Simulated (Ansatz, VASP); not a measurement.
## PtSe2 in two plane-wave programs

One calculation is typed for both programs; each brings its own data sets and cutoff. How far apart do they land?

Main program and level: Ansatz 0.2.0; plane waves, with VASP 6.6.1 beside it; single point at PBEsol.

The database entry behind the starting cell is an old determination (1929), so it need not match the best structure at ambient conditions.

### Step 1. The structure

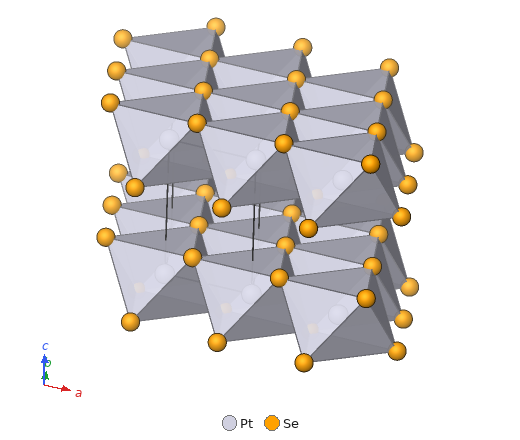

Start, viewed slightly off an axis; platinum light grey, selenium orange. 2×2×1 cells are drawn. Some periodic images of atoms are drawn too.

Coordinates:

```cif
data_structure
_symmetry_space_group_name_H-M 'P 1'
_symmetry_Int_Tables_number 1
_cell_length_a 3.7310
_cell_length_b 3.7310
_cell_length_c 5.0720
_cell_angle_alpha 90.000
_cell_angle_beta 90.000
_cell_angle_gamma 120.000
_cell_volume 61.14
loop_
_atom_site_label
_atom_site_type_symbol
_atom_site_fract_x
_atom_site_fract_y
_atom_site_fract_z
_atom_site_occupancy
Pt1 Pt 0.00000 0.00000 0.00000 1
Se2 Se 0.66667 0.33333 0.75000 1
Se3 Se 0.33333 0.66667 0.25000 1
```

### Step 2. VASP: single point, PBEsol

With cell and atoms fixed, the geometry can't cause a difference; cores, projectors, grids and the points listed under the comparison can.

Lines of VASP's logs that name or quote its potential files are left out, and so is its time.

File INCAR:

```
SYSTEM = PtSe2
PREC = Accurate
ENCUT = 400
EDIFF = 1E-05
NELM = 100
ISMEAR = 0
SIGMA = 0.05
LREAL = .FALSE.
ALGO = Normal
GGA = PS
NBANDS = 17
LORBIT = 11
LWAVE = .FALSE.
LCHARG = .FALSE.
KPAR = 2
```

File POSCAR:

```
PtSe2
1.0
    3.7310000000      0.0000000000      0.0000000000
   -1.8655000000      3.2311407815      0.0000000000
    0.0000000000      0.0000000000      5.0720000000
Pt Se
1 2
Direct
    0.0000000000      0.0000000000      0.0000000000
    0.6666666667      0.3333333333      0.7500000000
    0.3333333333      0.6666666667      0.2500000000
```

File KPOINTS:

```
Automatic mesh
0
Gamma
6 6 4
0 0 0
```

Potentials, in the order of the species: Pt and Se (PBE family, release 64).

On the command line:

```sh
mpirun -np 2 vasp_std
```

Numbers of over 12 decimals in the logs are rounded to 6 here.

Log:

```text
[banner, memory and clock lines left out]
running    2 mpi-ranks, on    1 nodes
 distrk:  each k-point on    1 cores,    2 groups
 distr:  one band on    1 cores,    1 groups

 POSCAR found type information on POSCAR PtSe
 POSCAR found :  2 types and       3 ions
|                                                                             |
|               ----> ADVICE to this user running VASP <----                  |
|                                                                             |
|     You enforced a specific xc type in the INCAR file but a different       |
|     [... a line on the potential file left out ...]
|     I HOPE YOU KNOW WHAT YOU ARE DOING!                                     |
|                                                                             |

 LDA part: xc-table for (Slater+PW92), standard interpolation
 POSCAR, INCAR and KPOINTS ok, starting setup
 FFT: planning ... GRIDC
 FFT: planning ... GRID_SOFT
 FFT: planning ... GRID
 WAVECAR not read
 entering main loop
       N       E                     dE             d eps       ncg     rms          rms(c)
DAV:   1     0.915938247780E+02    0.91594E+02   -0.87587E+03   840   0.914E+02
DAV:   2    -0.128310623234E+02   -0.10442E+03   -0.10170E+03  1027   0.198E+02
DAV:   3    -0.167324393028E+02   -0.39014E+01   -0.38804E+01   949   0.390E+01
DAV:   4    -0.167577500250E+02   -0.25311E-01   -0.25304E-01  1043   0.352E+00
DAV:   5    -0.167580104128E+02   -0.26039E-03   -0.26038E-03  1052   0.334E-01    0.132E+01
DAV:   6    -0.161309056447E+02    0.62710E+00   -0.49010E+00   842   0.198E+01    0.783E+00
DAV:   7    -0.159068669093E+02    0.22404E+00   -0.93199E-01   842   0.950E+00    0.386E+00
DAV:   8    -0.158796711281E+02    0.27196E-01   -0.59253E-02   888   0.176E+00    0.857E-01
DAV:   9    -0.158773088764E+02    0.23623E-02   -0.62250E-03   982   0.739E-01    0.225E-01
DAV:  10    -0.158773663931E+02   -0.57517E-04   -0.84804E-04   971   0.207E-01    0.455E-02
DAV:  11    -0.158773506651E+02    0.15728E-04   -0.10444E-04   962   0.977E-02    0.187E-02
DAV:  12    -0.158773498448E+02    0.82025E-06   -0.10631E-05   521   0.257E-02
   1 F= -.15877350E+02 E0= -.15875991E+02  d E =-.271855E-02
```

Parts of OUTCAR (step 2):

```text
ion  position               nearest neighbor table
   1  0.000  0.000  0.000-   2 2.50   3 2.50   3 2.50   2 2.50   2 2.50   3 2.50
   2  0.667  0.333  0.750-   1 2.50   1 2.50   1 2.50
   3  0.333  0.667  0.250-   1 2.50   1 2.50   1 2.50

  LATTYP: Found a hexagonal cell.
 ALAT       =     3.7310000000
 C/A-ratio  =     1.3594210667

 Subroutine GETGRP returns: Found 12 space group operations
 (whereof 12 operations were pure point group operations)

The static configuration has the point symmetry D_3d.

 Found     24 irreducible k-points:

   k-points           NKPTS =     24   k-points in BZ     NKDIM =     24   number of bands    NBANDS=     17

   dimension x,y,z NGX =    24 NGY =   24 NGZ =   36
   dimension x,y,z NGXF=    48 NGYF=   48 NGZF=   72

   ENCUT  =  400.0 eV  29.40 Ry    5.42 a.u.   6.08  6.08  8.27*2*pi/ulx,y,z

   NELECT =      22.0000    total number of electrons

 k-points in reciprocal lattice and weights: Automatic mesh
   0.00000000  0.00000000  0.00000000       0.007
   0.16666667  0.00000000  0.00000000       0.042
   0.33333333  0.00000000  0.00000000       0.042
   0.50000000  0.00000000  0.00000000       0.021
   0.16666667  0.16666667  0.00000000       0.042
   0.33333333  0.16666667  0.00000000       0.083
   0.33333333  0.33333333  0.00000000       0.014
   0.00000000  0.00000000  0.25000000       0.014
   0.16666667  0.00000000  0.25000000       0.042
[...]
0.33333333  0.16666667  0.50000000       0.083
   0.33333333  0.33333333  0.50000000       0.014

 average (electrostatic) potential at core
       1 -68.6068       2 -52.7655       3 -52.7655

 E-fermi :   6.3088

 k-point     1 :       0.0000    0.0000    0.0000
  band No.  band energies     occupation
    ...
      6       2.3370      2.00000
      7       2.3370      2.00000
      8       3.7671      2.00000
      9       5.2599      2.00000
     10       5.2599      2.00000
     11       6.7255      0.00000
     12       7.7676      0.00000
     13       7.7676      0.00000
     14       9.8251      0.00000
     15      10.3674      0.00000
    ...

 k-point     2 :       0.1667    0.0000    0.0000
  band No.  band energies     occupation
    ...
      7       2.1544      2.00000
      8       3.1904      2.00000
      9       4.5508      2.00000
     10       4.9435      2.00000
     11       5.8370      2.00000
     12       7.6006      0.00000
     13       7.8847      0.00000
     14      11.1636      0.00000
     15      11.7566      0.00000
     16      13.1722      0.00000
    ...

 k-point     3 :       0.3333    0.0000    0.0000
  band No.  band energies     occupation
    ...
      7       2.1082      2.00000
      8       2.7072      2.00000
      9       3.7859      2.00000
     10       3.9547      2.00000
     11       4.3124      2.00000
     12       7.3419      0.00000
     13       8.3758      0.00000
     14      10.8896      0.00000
     15      12.6647      0.00000
     16      13.7051      0.00000
    ...

  Total        0.6975516      0.6975516      0.2406081     -0.0000000      0.0000000     -0.0000000
  in kB       18.2779096     18.2779096      6.3046414     -0.0000000      0.0000000     -0.0000000
  external PRESSURE =      14.2868202 kB  Pullay stress =       0.0000000 kB

  energy-cutoff  :      400.00
  volume of cell :       61.14
      direct lattice vectors                 reciprocal lattice vectors
     3.731000000  0.000000000  0.000000000     0.268024658  0.154744109  0.000000000
    -1.865500000  3.231140782  0.000000000     0.000000000  0.309488217  0.000000000
     0.000000000  0.000000000  5.072000000     0.000000000  0.000000000  0.197160883

 POSITION                                       TOTAL-FORCE (eV/Angst)
 -----------------------------------------------------------------------------------
      0.00000      0.00000      0.00000        -0.000000      0.000000     -0.000000
      1.86550      1.07705      3.80400         0.000000      0.000000     -0.269703
     -0.00000      2.15409      1.26800        -0.000000     -0.000000      0.269703
 -----------------------------------------------------------------------------------
    total drift:                               -0.000000      0.000000      0.000000

  FREE ENERGIE OF THE ION-ELECTRON SYSTEM (eV)
  ---------------------------------------------------
  free  energy   TOTEN  =       -15.8773498448 eV

  energy  without entropy=      -15.8746312955  energy(sigma->0) =      -15.87599057

 total charge
# of ion       s       p       d       tot
------------------------------------------
    1        0.683   0.715   8.039   9.438
    2        1.486   2.224   0.070   3.780
    3        1.486   2.224   0.070   3.780
--------------------------------------------------
tot          3.656   5.164   8.179  16.998

[... 3 further parts left out ...]
```

The run ends at a pressure of 1.43 GPa, with forces up to 0.27 eV/Å.

### Step 3. Ansatz: single point, PBEsol

Ansatz runs on its default PAW (the set named soft_2) files.

The same cell, functional, mesh and smearing now go to Ansatz, which takes its cutoff from its data sets.

File input.yaml:

```yaml
crystal:
  lattice:
    - [3.731, 0.0, 0.0]
    - [-1.8655, 3.2311407815, 0.0]
    - [0.0, 0.0, 5.072]
  atoms:
    - { symbol: Pt, position: [0.0, 0.0, 0.0] }
    - { symbol: Se, position: [0.6666666667, 0.3333333333, 0.75] }
    - { symbol: Se, position: [0.3333333333, 0.6666666667, 0.25] }
hamiltonian:
  xc: pbesol
  pseudopotentials: { kind: paw }
kpoints:
  mp_grid: { grid: [6, 6, 4] }
scf:
  occupations: { method: gaussian, width: 0.05 }
  n_extra_bands: 4
output:
  forces: true
  stress: true
  eigenvalues: true
  write_density: true
  write_potential: true
  elf: true
  volumetric_format: npy
```

On the command line:

```sh
ansatz run input.yaml --threads 2 --pin off --max-ram 4608MiB --backend cpu --events-out ev --progress --plain --runs-dir out
```

Log:

```text
scf.n_extra_bands = 4 over 25 filled bands (N_el = 50.0): the run solves 29 bands
Engine: ansatz 0.2.0, aarch64-unknown-linux-gnu
Pseudopotentials: kind: paw
Pseudopotential: Pt, paw, valence charge 18, recommended cutoff 420 eV (normal), Pt.paw.azcp
Pseudopotential: Se, paw, valence charge 16, recommended cutoff 420 eV (normal), Se.paw.azcp
Functional definition: PBEsol
  exchange = pbesol_x
  correlation = pbesol_c
Crystal: 3 atoms, lattice volume = 61.145 Å³
Basis set: ecut = 420 eV, 1229 PW (Γ), exchange–correlation on 50×50×72 points (8 copies of the dense FFT grid, shifted against one another)
Bands: 29, of which v1, the nominal top of the filled ones, is band 25 counted from 1 (24 counted from 0)
Symmetry: 12 space group operations
Space group: P-3m1 (ITA 164), of the structure as read, at distance tolerance 3.9e-5 Å
k-points: 24 of 144
Non-local potential: Pt, projectors of the file, l = 0: 3, l = 1: 2, l = 2: 2, l = 3: 1
Non-local potential: Se, projectors of the file, l = 0: 2, l = 1: 2, l = 2: 3, l = 3: 1
PAW form: soft (Blöchl's): semilocal exchange-correlation on the pseudo side does not see the compensation charge
PAW frozen core: Pt, regenerated for the run's functional, and the local potential with it (the file was generated under x = pbe(κ = 0.804, μ = 0.219515), c = pbe(β = 0.066725))
PAW frozen core: Se, regenerated for the run's functional, and the local potential with it (the file was generated under x = pbe(κ = 0.804, μ = 0.219515), c = pbe(β = 0.066725))
PAW one-centre angular grid: Pt, 590 points (default); XC on 64 Gauss nodes
PAW one-centre angular grid: Se, 590 points (default); XC on 64 Gauss nodes
Initial density: superposition of atomic densities (neutral atoms: chi_scale 0, normalization atom), corrected by the library's trained network
Initial wavefunctions: pseudopotential atomic-orbital guess
Functional: x = pbesol(κ = 0.804, μ = 0.123457), c = pbesol(β = 0.046)
SCF iter   1: F=—  HF=-23233.453358 eV  |F-HF|=—  |Δ(HF+E_count)|=         —  Δρ=3.27e-3  dr2=5.89e-3  ethr=1.77e-3  ⟨swp⟩=5.9  Hψ=2648  notcnv=0
preconditioner: auto → LDOS  [metal: Δε(μ)=0.032 eV  Ē_g=9.253 eV  σ=0.050 eV  W_gap=0.34  n_scr=22 (ndim 8)  ℏωp=22.3 eV  f_vac=0.035  D(μ)=1.87/eV (n_scr^D=20)  β→1.0]
SCF iter   2: F=—  HF=-23233.454727 eV  |F-HF|=—  |Δ(HF+E_count)|=   1.37e-3  Δρ=1.44e-3  dr2=1.76e-3  ethr=1.18e-5  ⟨swp⟩=2.0  Hψ=1559  notcnv=0  defer=1
SCF iter   3: F=—  HF=-23233.453693 eV  |F-HF|=—  |Δ(HF+E_count)|=   1.03e-3  Δρ=3.25e-4  dr2=6.53e-5  ethr=3.53e-6  ⟨swp⟩=2.0  Hψ=1332  notcnv=0  defer=1
SCF iter   4: F=—  HF=-23233.453677 eV  |F-HF|=—  |Δ(HF+E_count)|=   1.58e-5  Δρ=7.04e-5  dr2=4.26e-6  ethr=1.31e-7  ⟨swp⟩=2.0  Hψ=1205  notcnv=0  defer=1
SCF iter   5: F=—  HF=-23233.453678 eV  |F-HF|=—  |Δ(HF+E_count)|=   6.92e-7  Δρ=2.13e-5  dr2=2.54e-7  ethr=8.52e-9  ⟨swp⟩=2.0  Hψ=958  notcnv=0  defer=1
SCF iter   6: F=-23233.453678 eV  HF=-23233.453678 eV  |F-HF|=2.13e-8  |Δ(HF+E_count)|=   1.44e-7  Δρ=6.40e-6  dr2=3.49e-8  ethr=2.00e-10  ⟨swp⟩=8.9  Hψ=4900  notcnv=0
SCF 1 converged in 6 iterations: F = -23233.453678 eV  dr2 = 3.49e-8
  greatest PAW one-centre occupation: 1.000 electrons in one spin orbital (limit 2), on the Pt atom at site 0 (counted from 0), in its partial waves of l = 0
SCF converged after 6 iterations
Free energy (F): -23233.453678 eV
Harris-Foulkes:  -23233.453678 eV  (|F-HF|=2.13e-8)
Internal energy: -23233.451192 eV  (E = F + TS)
E sigma→0 (E₀):  -23233.452435 eV
Entropy (-TS):   -0.002486 eV (-0.829 meV/atom)
Fermi energy:    13.047535 eV
--- Per-component energies (eV) ---
  E_band       = -971.125693
  E_kinetic    = 875.266458
  E_local      = -6817.519274  (includes V_loc(G=0)·N_el)
  E_nonlocal   = -980.863481
  E_hartree    = 3154.952117
  E_xc         = -467.505471
  E_vxc        = -499.308686  (∫ρ·V_xc dr)
  E_paw        = -13053.584171  (= ΣΔE_a)
  E_vpaw       = 141.390377  (= ΣTr[D̂ρ^β])
  E_aug_tail   = -0.001013  (compensation charges beyond the density's cutoff)
  E_ewald      = -5946.500239
  E_core_change = 2.303882  (= ΣΔE_core)
  E_smearing   = -0.002486  (= −TS)
  E_closure    = -0.000000  (closes the sum)
  Σ components = -23233.453678   (vs F -23233.453678, Δ=0.00e0)
--- Forces (eV/Å), atoms counted from 1 ---
  atom   1  Pt    -0.00000000    -0.00000000     0.00000000
  atom   2  Se     0.00000000    -0.00000000    -0.24167241
  atom   3  Se    -0.00000000     0.00000000     0.24167241
  max |Σ_I F_I| component: 4.63e-18 eV/Å
--- Stress (GPa, compression-positive) ---
        1.732398      -0.000000       0.000000
        0.000000       1.732398       0.000000
        0.000000       0.000000       0.664128
  P = ⅓ Tr σ = 1.3763 GPa (13.763 kbar)
--- Band table (eV; the first three rows and the last of 24) ---
  k-point 0: bands = [... 21 lower, 10.4895, 11.9917, 11.9917, 13.4580, 14.5065, 14.5065, 16.5602, 17.1040]
  k-point 1: bands = [... 21 lower, 10.4180, 11.7595, 11.7595, 12.2623, 14.9213, 14.9213, 17.0383, 18.2920]
  k-point 2: bands = [... 21 lower, 10.0864, 11.3308, 11.5602, 11.5602, 15.3480, 15.3480, 17.7653, 19.2817]
  k-point 23: bands = [... 21 lower, 8.8605, 9.4080, 10.5583, 10.5583, 15.0413, 15.0413, 19.5417, 20.2568]
```

Wall time 1.4 s (2 threads of Arm Neoverse V2, shared host); peak memory 0.35 GiB; 2.6 s of CPU time.

The run ends at a pressure of 1.38 GPa, with forces up to 0.24 eV/Å.

### Step 4. Differences

Known differences besides the PAW data sets themselves: the data sets hold 50 valence electrons in Ansatz (default PAW (the set named soft_2) files) and 22 in VASP; the cutoff is 420 eV in Ansatz and 400 eV in VASP; Ansatz makes its cores anew for this functional, VASP keeps those of its PBE data sets; VASP leaves aspherical gradient terms in its spheres out (LASPH is not set), Ansatz keeps them. Total energies have different zeros and are not compared.

The two programs side by side:

| quantity | Ansatz | VASP | difference |
| --- | --- | --- | --- |
| pressure (GPa) | 1.38 | 1.43 | -0.05 |

Forces (eV/Å; atoms numbered as in POSCAR):

| atom | Ansatz x, y, z | VASP x, y, z |
| --- | --- | --- |
| Pt1 | 0.000, 0.000, 0.000 | 0.000, 0.000, 0.000 |
| Se2 | 0.000, 0.000, -0.242 | 0.000, 0.000, -0.270 |
| Se3 | 0.000, 0.000, 0.242 | 0.000, 0.000, 0.270 |

The forces differ by 13 meV/Å r.m.s., which is 10.4 % of the r.m.s. force of 0.13 eV/Å (both taken over all components). Ansatz's pressure holds a Pulay correction of 0.03 GPa; VASP's holds none.

### Step 5. Looking for the cause

The difference is large enough to ask for its cause, so further runs change the set-up of one program at a time, as the table lists.

| run | r.m.s. force difference (meV/Å) |
| --- | --- |
| as above | 13 |
| cores kept as stored, as VASP does, whose cores stay as stored | 11 |
| Ansatz's larger PAW set (cutoff 900 eV) | 13 |
| norm-conserving potentials (cutoff 1170 eV) | 14 |

### Step 6. Results

```json
{
  "r.m.s. force difference (single point, PBEsol)": "13 meV/Å"
}
```

**Reading.** The r.m.s. force difference is 13 meV/Å (single point, PBEsol), beyond the 12 meV/Å picked in this series as the mark of a large difference. For single point, PBEsol: no further run halves the r.m.s. force difference; only Ansatz's side was varied, and Ansatz's runs with other potentials lie closer to each other than to VASP, which for this quantity points to VASP's side; this was not tested here. How closely two codes agree says nothing of how well the functional describes the real material.

[Lines on the potential files, build, host, timing and source positions are cut from VASP's logs without a mark.]

[Logs are printed without paths, hosts, clocks, repeated set-up lines and the standing remarks that a program may print on its own settings, such as how far it seeks lower states.]

[Hosts, paths, dates, database ids (printed as entryN), source tags and the programs' standing remarks are cut or masked in the printed files.]
